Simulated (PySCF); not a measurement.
# CH7BCl2Si2: what the fields show

The calculation's input:

```
{"job": {"kind": "nmr", "xc": "PBE0", "basis": "pcSseg-1"}, "charge": 0, "multiplicity": 1}
Si    -0.828307     0.351328     0.193907
C     -2.551623    -0.320187     0.020077
Cl    -0.398717     0.648841     2.228069
B      0.811338    -0.744578     0.001682
Si     2.585065     0.131577    -0.346575
Cl    -0.750326     2.180503    -0.778087
H     -2.647986    -1.255111     0.592424
H     -3.287873     0.407018     0.393251
H     -2.771810    -0.527461    -1.038578
H      0.736334    -1.932209     0.216215
H      2.836748    -0.090325    -1.811943
H      3.712379    -0.494663     0.411277
H      2.584391     1.603802    -0.096751
```

Run with:

```sh
OMP_NUM_THREADS=1 python cluster_run.py task.json out
```

Geometry: PBE0-D3(BJ)/def2-SVP.

Level of theory: PBE0/pcSseg-1, SCF density, gas phase, non-relativistic (PySCF).

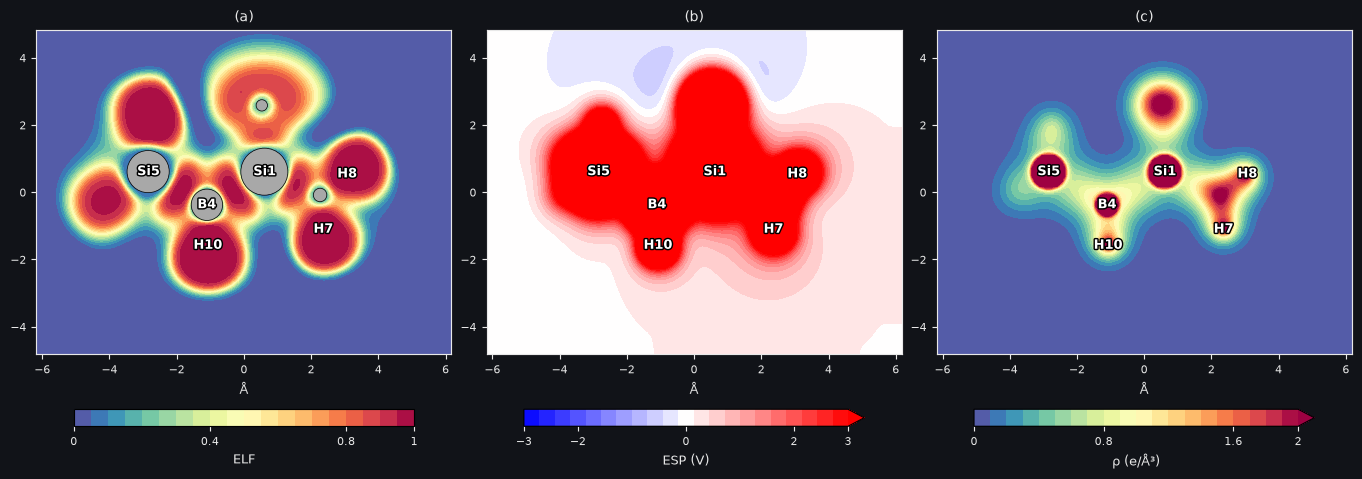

Figure 1. (a) electron localisation function; (b) molecular electrostatic potential; (c) total electron density on the plane of atoms Si5, B4 and H10. Grey discs cover the atomic cores in the ELF map.

What do the fields say about this system?

Answer. The plane passes through Si, B and H nuclei. Si–B (1.98 Å): the density is about 0.83 e/Å³ at the midpoint; the ELF peaks at about 1 between the atoms, as expected for localised, covalent bonding. B–H (1.21 Å): ρ is about 1.2 e/Å³ halfway; the ELF climbs to about 1 towards the hydrogen, as it does in any bond to H: an ordinary covalent bond to hydrogen. The ELF also peaks beside Cl6, away from the bonds: lone-pair regions. Outside the dense part of the molecule the potential is most negative (−0.6 V) near Cl6, which lies off the plane.

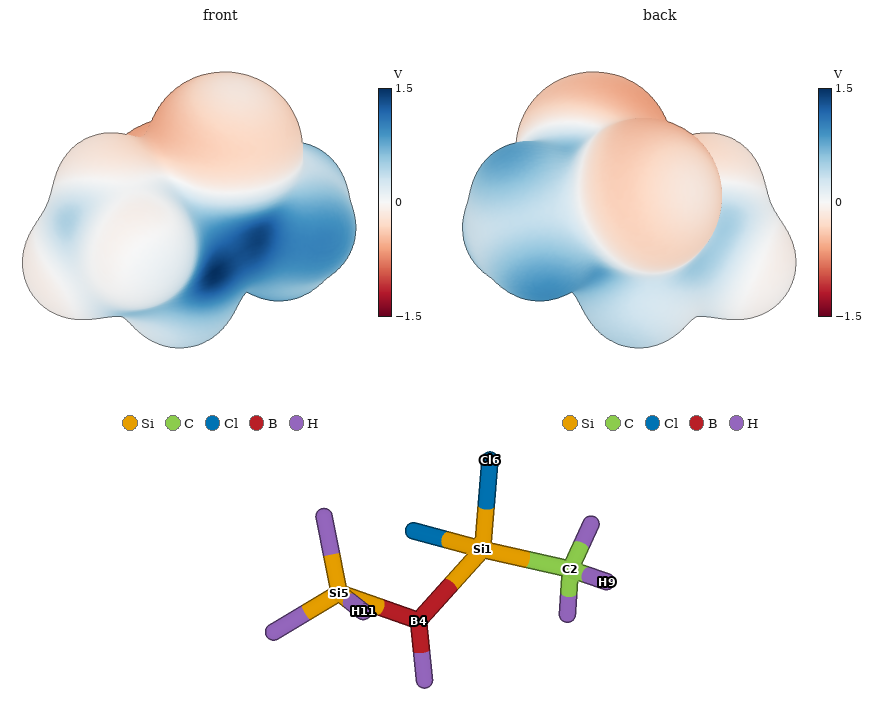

Figure 2. The electrostatic potential painted on the density surface at 0.001 e/bohr³, seen from the front and from behind; the colour scale runs from red (negative) to blue (positive). The bare structure is drawn below in the same view.

Describe the electrostatic potential map.

Answer. The most negative region (about −0.6 V, or −14 kcal/mol for a unit charge) lies over Cl3 and Cl6, the most positive (about +1.4 V, or +32 kcal/mol for a unit charge) over Si1 and B4.

What dipole moment does the calculation give?

Answer. Its dipole moment is 2.58 D.
